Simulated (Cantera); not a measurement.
Charge: 1 mol Si, 0.062 mol O2, 270 mol H2, at 0.0610 bar.

Equilibrium computed with Cantera from the NASA thermochemical tables; the gas is ideal and each condensed phase is pure. Candidate condensed phases: H2O, Si, SiO2; 18 gas species. Gases not in the tables: Si2H6 and higher silanes. The numbers say what is thermodynamically allowed, not how fast it happens.

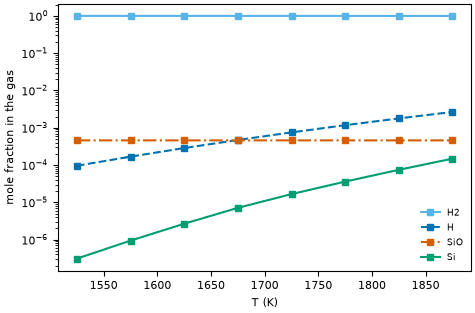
Fig. 1. Equilibrium gas composition (values under 1e-9 drawn at 1e-9)

From 1525 K to 1675 K the condensed part is Si(s). From 1725 K to 1875 K the condensed part is Si(l). The main Si-bearing gas is SiO throughout.
